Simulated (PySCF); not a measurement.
Se(SiH3)(OSiH3), SMILES [SiH3]O[Se][SiH3] at its PBE0/def2-SVP optimised geometry (Å):

```
10

Se     1.5407    -1.5276    -0.0259
Si     2.1412    -1.4468     2.1824
H      3.0203    -0.2722     2.4449
H      2.8840    -2.7218     2.4138
H      0.9326    -1.3760     3.0535
O      0.6795     0.0904     0.0000
Si    -1.0041     0.0904     0.0000
H     -1.5407    -0.5912    -1.2162
H     -1.3962     1.5276     0.0000
H     -1.5387    -0.5939     1.2167
```

Method: PBE0/def2-TZVP in PySCF.

Map of the deformation density (molecule minus spherical neutral atoms) (e/bohr³) on the plane z = 0.8 Å:

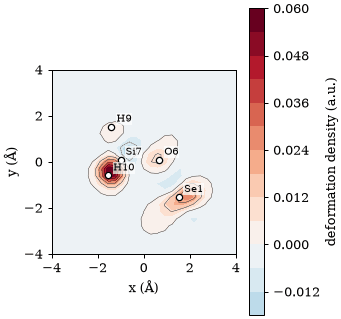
Figure: Deformation density (molecule minus spherical neutral atoms) (e/bohr³) on the plane z = 0.8 Å.
